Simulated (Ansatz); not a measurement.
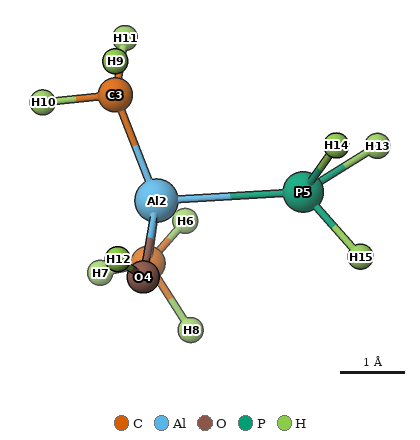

Fig. 1: The input geometry (ball-and-stick view, seen at a tilt; atoms are numbered from 1 in the order of the input). Sticks mark near contacts. Bond lengths as drawn: Al–C 1.80 to 2.01 Å, Al–O 1.81 Å, Al–P 2.33 Å, C–H 0.89 to 1.25 Å, H–O 0.92 Å and H–P 1.41 to 1.52 Å.

**Geometry relaxation, with input and output: C₂H₁₀AlOP**

C₂H₁₀AlOP, computed with RKS B97M-V/ANO-RCC-VTZP (Ansatz 0.2.0).

The run did not end well. The geometry comes from this level: PBE0-D4/def2-TZVP.

### Input
```yaml
crystal:
  periodic: [false, false, false]
  atoms:
    - {symbol: C, position_ang: [-1.670864, -0.170688, 1.159740]}
    - {symbol: Al, position_ang: [-0.004554, -0.546019, 0.091446]}
    - {symbol: C, position_ang: [1.520297, -0.664415, 1.032622]}
    - {symbol: O, position_ang: [-0.473352, -1.621715, -1.283750]}
    - {symbol: P, position_ang: [0.085326, 1.413851, -1.172698]}
    - {symbol: H, position_ang: [-1.415737, 0.815861, 1.653262]}
    - {symbol: H, position_ang: [-1.964157, -0.676841, 1.826574]}
    - {symbol: H, position_ang: [-2.671190, 0.153045, 0.474505]}
    - {symbol: H, position_ang: [2.611409, -1.114739, 0.159193]}
    - {symbol: H, position_ang: [1.393316, -1.614311, 1.703170]}
    - {symbol: H, position_ang: [1.973611, 0.033253, 1.877445]}
    - {symbol: H, position_ang: [0.147347, -2.229832, -1.583111]}
    - {symbol: H, position_ang: [0.418089, 2.867976, -1.046165]}
    - {symbol: H, position_ang: [1.266794, 1.531917, -2.122404]}
    - {symbol: H, position_ang: [-0.719468, 1.776600, -2.270891]}
basis:
  gaussian: {orbitals: ANO-RCC-VTZP}
hamiltonian: {xc: {name: B97M-V}}
relax: {f_tol: 0.001, max_steps: 3}
```

Run on 4 threads of Arm Neoverse V1, 23 GiB of memory available, shared host.

Run as:
```bash
ansatz run in.yaml --threads 4 --pin off --events-out ev --progress --plain --max-ram 11315MiB
```

### Output
```
Functional definition: B97M-V
  name "B97M-V"
  cite "Mardirossian & Head-Gordon, J. Chem. Phys. 142, 074111 (2015) doi:10.1063/1.4907719"
  cite "Becke, J. Chem. Phys. 107, 8554 (1997) doi:10.1063/1.475007"
  cite "Vydrov & Van Voorhis, J. Chem. Phys. 133, 244103 (2010) doi:10.1063/1.3521275"
  # Of w^i u^j: cxij and so on, Table III.
  parameter cx00 = 1.000
  parameter cx01 = 1.308
  parameter cx02 = 1.901
  parameter cx10 = 0.416
  parameter cx11 = 3.070
  parameter css00 = 1.000
  parameter css02 = -1.855
  parameter css10 = -5.668
  parameter css32 = -20.497
  parameter css42 = -20.364
  parameter cos00 = 1.000
  parameter cos01 = 1.573
  parameter cos03 = -6.298
  parameter cos10 = 2.535
  parameter cos32 = -6.427
  parameter b = 6.0
  parameter c = 0.01
  gx(w, u) = cx00 + cx01*u + cx02*u^2 + (cx10 + cx11*u)*w
  gss(w, u) = css00 + css02*u^2 + css10*w + (css32*w^3 + css42*w^4)*u^2
  gos(w, u) = cos00 + cos01*u + cos03*u^3 + cos10*w + cos32*w^3*u^2
  exchange = spin_sum(e_x_unif_s*gx(b97_w, b97_u_x))
  correlation = spin_sum(e_c_pw_mod_same_spin*gss(b97_w, b97_u_same))
      + integral(e_c_pw_mod_opposite_spin*gos(b97_w_opposite, b97_u_opposite)) + vv10(b, c)
1932 factors; their error is unknown
mean field evaluation 1: about -20182.0302 eV, gradient 9.7e1 eV
mean field evaluation 2: about -19977.2028 eV, gradient 2.3e2 eV
mean field evaluation 4: about -20201.5597 eV, gradient 1.9e1 eV
mean field evaluation 8: about -20202.4848 eV, gradient 2.6e-1 eV
mean field evaluation 16: about -20202.4238 eV, gradient 1.1e-3 eV
mean field -20202.42376862 eV, -742.4253798021 hartree, gradient 5.8e-5 eV, S^2 0.000000; 0 other end points of the search recorded, 0 dependent functions left out
the calculation of the forces begins
reference -20202.42391195 eV, -742.4253850693 hartree; 29, 29 occupied and 269, 269 virtual orbitals, 1932 factors
relax step   1: F+E_penalty+E_count = -20202.42376862 eV  Δ(F+E_penalty+E_count) = +0.000e0 eV  max|allowed force component| = 1.062e1 eV/Å  Δτ_max = 0.0000 Å  (36 SCF iters, accepted)
these checks for a lower state are left out or cut short: starts, cluster_reference, orbital_swaps, neighbouring_geometries, increment
1932 factors; their error is unknown
mean field -20205.77476200 eV, -742.5485265373 hartree, gradient 7.5e-5 eV, S^2 0.000000; 0 other end points of the search recorded, 0 dependent functions left out
the calculation of the forces begins
reference -20205.77490610 eV, -742.5485318329 hartree; 29, 29 occupied and 269, 269 virtual orbitals, 1932 factors
relax step   2: F+E_penalty+E_count = -20205.77476200 eV  Δ(F+E_penalty+E_count) = -3.351e0 eV  max|allowed force component| = 3.648e0 eV/Å  Δτ_max = 0.1948 Å  (41 SCF iters, accepted)
these checks for a lower state are left out or cut short: starts, cluster_reference, orbital_swaps, neighbouring_geometries, increment
1932 factors; their error is unknown
mean field evaluation 32: about -20206.3437 eV, gradient 5.0e-1 eV
```

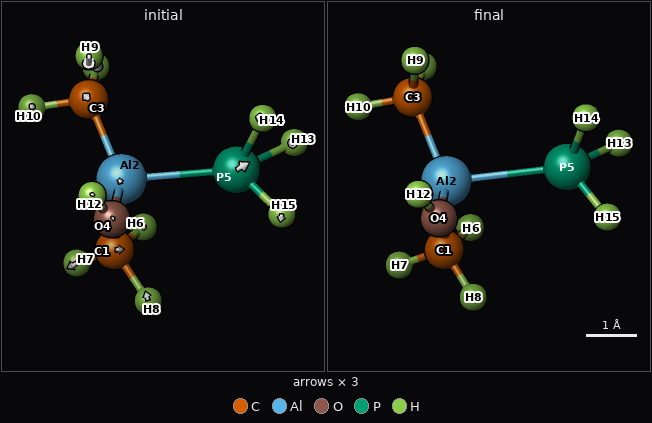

Fig. 2: Before (left) and after (right) the relaxation, at one scale (ball-and-stick view, seen at a tilt). The white arrows give the displacements, magnified 3 times. The run was cut off at its time limit before the relaxation converged, so the last structure is only a point on the way. H9 moves most after the best rigid fit: 0.19 Å. Largest moves by element: H 0.19 Å, P 0.12 Å, C 0.08 Å, Al 0.05 Å, O 0.03 Å. Distances before and after: C3–H9 1.468 → 1.213 Å, C1–H7 0.887 → 1.033 Å, Al2–P5 2.334 → 2.466 Å, C1–H8 1.255 → 1.151 Å. Among the angles that change: H13–P5–H14 78.7° → 90.0°, H14–P5–H15 86.4° → 94.0°, H13–P5–H15 86.7° → 94.3°. Over 1 geometry step the energy falls by 77.3 kcal/mol. Largest force component: 11 eV/Å at the start, 3.6 eV/Å at the end. (Atoms are counted from 1 in the order of the input.)

```
Error: SIGTERM received: run cancelled behind 38 evaluations of the mean field
```

### Trajectory as extended XYZ (Å, eV, eV/Å), 2 frames, from step=1 to step=2
```
15
Properties=species:S:1:pos:R:3:forces:R:3 step=1 energy=-20202.42377
C    -1.6709   -0.1707    1.1597    2.4043   9.4631 -10.6232
Al   -0.0046   -0.5460    0.0914   -4.4121  -1.9471  -0.9071
C     1.5203   -0.6644    1.0326    6.2826  -2.0661   2.1900
O    -0.4734   -1.6217   -1.2837   -0.6011   2.3583   1.7860
P     0.0853    1.4139   -1.1727    2.3025   3.7793  -3.0514
H    -1.4157    0.8159    1.6533   -0.2672  -0.6851  -0.3761
H    -1.9642   -0.6768    1.8266   -4.0544  -7.4875   9.0633
H    -2.6712    0.1530    0.4745    2.6818  -1.0153   1.6631
H     2.6114   -1.1147    0.1592   -3.0093   1.4780   2.7030
H     1.3933   -1.6143    1.7032    0.1549   1.2192  -1.3156
H     1.9736    0.0333    1.8774   -0.7775  -1.0811  -2.3005
H     0.1473   -2.2298   -1.5831    1.4636  -1.4124  -0.8700
H     0.4181    2.8680   -1.0462   -0.5710  -1.2272   0.8422
H     1.2668    1.5319   -2.1224   -1.0547  -0.8838   1.0726
H    -0.7195    1.7766   -2.2709   -0.5425  -0.4923   0.1238
15
Properties=species:S:1:pos:R:3:forces:R:3 step=2 energy=-20205.77476
C    -1.6717   -0.1036    1.1291   -0.2811   2.3633  -2.1506
Al   -0.0450   -0.5672    0.1064   -2.3503  -0.7975  -0.4947
C     1.5752   -0.7178    1.0215    3.6485  -1.1998   0.3921
O    -0.4589   -1.5942   -1.2836    0.2961   0.8229   0.8560
P     0.1439    1.4817   -1.2522    1.0085   1.5816  -1.2284
H    -1.4307    0.8432    1.6556   -0.1842  -0.2723  -0.1765
H    -2.0050   -0.7370    1.8738   -0.5733  -1.5336   1.4518
H    -2.5973    0.1420    0.4903    1.3989  -0.3925   0.7981
H     2.4903   -1.0444    0.2947   -1.9808   0.8098   1.7471
H     1.4197   -1.6236    1.6693    0.1665   0.4594  -0.5631
H     1.9963    0.0078    1.7763   -0.5378  -0.4809  -1.1199
H     0.1741   -2.2255   -1.5947    0.2686  -0.2424  -0.2328
H     0.3912    2.8816   -0.9627   -0.2816  -0.6871   0.2342
H     1.2907    1.4624   -2.1338   -0.4865  -0.2670   0.3753
H    -0.7757    1.7484   -2.2911   -0.1117  -0.1641   0.1114
```

### What the run reported

- outcome: stopped at the time limit
- wall time: 92 s (CPU time 5.9 min)
- peak memory: 0.83 GiB

### What went wrong

A setting was made wrong on purpose: the optimiser is allowed too few steps. The run was cut off by its time limit, so the output is incomplete.
